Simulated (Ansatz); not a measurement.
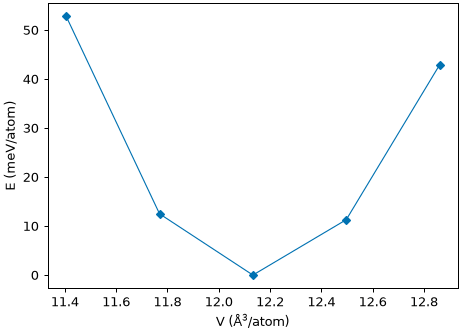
*BW$_{2}$ in space group I4/mcm (No. 140; B on 4a, W on 8h) under volume change, DFT-PBEsol in the program Ansatz with PAW potentials, shape and atoms relaxed at each volume.*

Question: What does a third-order Birch–Murnaghan fit give for V₀, B₀ and B′?

Answer: V₀ = 12.13 Å³/atom, B₀ = 348 GPa, B′ = 4.2.

The workflow started from a Materials Project entry (that database holds measured and hypothetical structures alike); the Crystallography Open Database files this formula in space group No. 140, but the cells were not matched. Whether it is the stable phase at ambient conditions was not checked. Symmetry was held in the PBEsol relaxation; its stability against distortions is not shown here. No spin polarisation was allowed. Scalar-relativistic: spin–orbit coupling is off unless named, which matters more the heavier the elements.

Potentials: the later of the program's two PAW sets.
